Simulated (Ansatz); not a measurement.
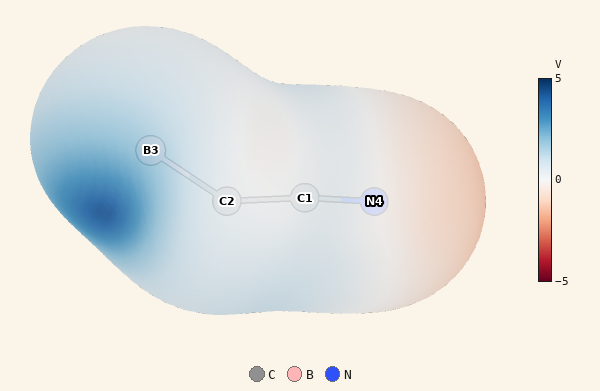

C2BN (SMILES B#CC#N). The electrostatic potential painted on the density surface at 0.002 e/bohr³, seen at a tilt; the colour scale runs from red (negative) to blue (positive).

Geometry: B3LYP-D4/def2-TZVP.

These are results of isolated molecule in a Gaussian basis; Kohn-Sham density functional theory, functional PBE0 in Ansatz 0.2.0, not measurements.

Which sites attract a positive test charge, and which a negative one?

A positive charge is drawn to the negative regions and a negative charge to the positive ones. The most negative region (about −1.4 V) lies over N4, the most positive (about +4.1 V) over B3. N4 is the likeliest acceptor of a hydrogen bond.

How polar is the molecule by this calculation?

Its dipole moment is 3.16 D.
